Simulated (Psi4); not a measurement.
**C4H (SMILES [C]#CC#C): an attempt with Psi4**

Wanted: the vertical excitations of C4H.

The calculation is run with Psi4 1.11.

3 further runs of the same task are left out: 1 that didn't finish, 2 set aside as unsound or not needed.

### 1 The system as given

C4H: 5 atoms, total charge 0, spin state doublet. SMILES: `[C]#CC#C`.

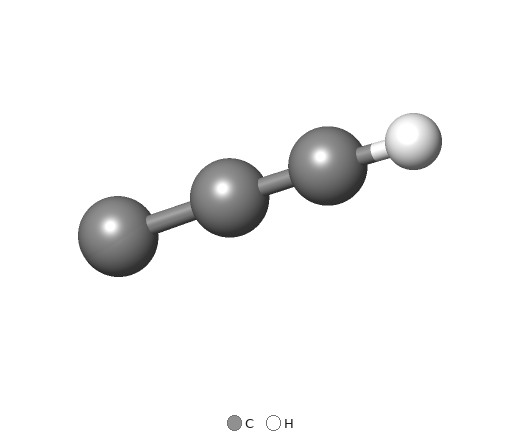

The structure, seen from a chosen angle (carbon grey, hydrogen white).

### 2 The input as written

Input file c4h.py:

```python
import psi4

psi4.set_memory('1600 MB')
psi4.set_num_threads(1)
psi4.core.set_output_file('psi4.out', False)

geom = psi4.geometry("""
0 2
C      0.210150    -1.105790     0.613990
C      0.190150    -1.105790     0.613990
C     -0.043410     0.049080    -0.068800
C     -0.274590     1.051920    -0.698790
H     -0.503240     1.905000    -1.265130
symmetry c1
""")

psi4.set_options({
    'basis': 'aug-pcseg-1',
    'reference': 'uhf',
    'scf_type': 'df',
    'tdscf_states': 4,
    'tdscf_tda': False,
})

e_tot, wfn = psi4.energy("td-scf", molecule=geom, return_wfn=True)
print(f'total energy {e_tot:.8f} hartree = {e_tot * 27.211386:.5f} eV')
```

Command:

```console
$ python c4h.py
```

stdout:

```text
qcelemental.exceptions.ValidationError: Following atoms are too close: [(0, np.int64(1), np.float64(0.01999999999999999))]
```

Wall time 2.6 s (1 thread of Intel Xeon Platinum 8259CL at 2.50GHz (Skylake/Cascade Lake), shared host); peak memory 0.13 GiB.

### 3 What went wrong

The program refused the input.

The telling line is `qcelemental.exceptions.ValidationError: Following atoms are too close: [(0, np.int64(1), np.float64(0.01999999999999999))]`. What is wrong: two atoms lie on top of or far too near each other.
